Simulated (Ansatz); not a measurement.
# WC under a change: H interstitial (started 1.82 Å from the nearest host atom)

Consider a 20-atom supercell of WC (space group P-6m2, No. 187; a = 2.8987 Å, c = 2.8280 Å) at its relaxed geometry.

Perturbation: one H atom is added in an open site, starting 1.82 Å from the nearest host atom, atoms relaxed at fixed cell, starting from a slightly rattled geometry.

Method: Kohn–Sham DFT with the PBEsol functional, run in Ansatz (a quantum-chemistry and plane-wave program) with PAW and 420 eV plane waves, no spin-orbit coupling, earlier PAW set. Γ-centred 6×7×6 mesh, Fermi–Dirac width 0.05 eV.

```csv
quantity,base,changed,shift
pressure,0.0 GPa,4.2 GPa,+4.2 GPa
largest displacement of a host atom from its site in the perfect cell,–,0.05 Å,–
final site of the added atom,–,3 W at 1.74 Å (trigonal planar),–
```

Final structure:

```
CELL_PARAMETERS angstrom
      5.79735     0.00000    -2.82802
     -2.89868     5.02065     0.00000
      2.89868     0.00000     5.65604
ATOMIC_POSITIONS crystal
  W  0.99413 0.98994 0.00062
  W  0.99431 0.50406 0.00052
  W  0.39834 0.99996 0.20423
  W  0.19850 0.00032 0.60428
  W  0.40681 0.50508 0.20760
  W  0.19886 0.49982 0.60346
  W  0.79907 0.00063 0.40356
  W  0.59781 0.99965 0.80314
  W  0.79873 0.49947 0.40327
  W  0.59697 0.49877 0.80284
  C  0.16642 0.16484 0.33946
  C  0.16634 0.67081 0.33945
  C  0.56472 0.16632 0.53666
  C  0.36606 0.16498 0.93750
  C  0.56579 0.66699 0.53732
  C  0.36607 0.66929 0.93712
  C  0.96287 0.16534 0.73515
  C  0.76100 0.16434 0.13611
  C  0.96391 0.66513 0.73486
  C  0.76521 0.66647 0.13660
  H  0.11581 0.33336 0.10297
```

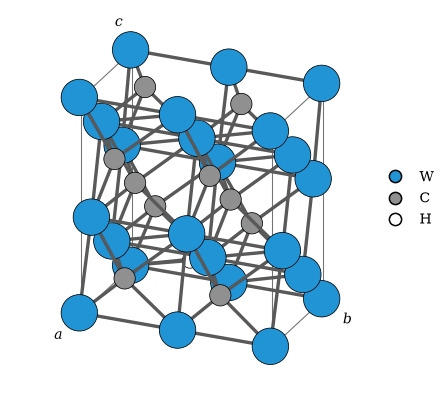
Fig. 1. The relaxed cell after the change

In so small a cell the defect repeats every few ångströms: this is an ordered compound, not a dilute defect. The final runs are not spin-polarised. The defect cell is not spin-polarised.
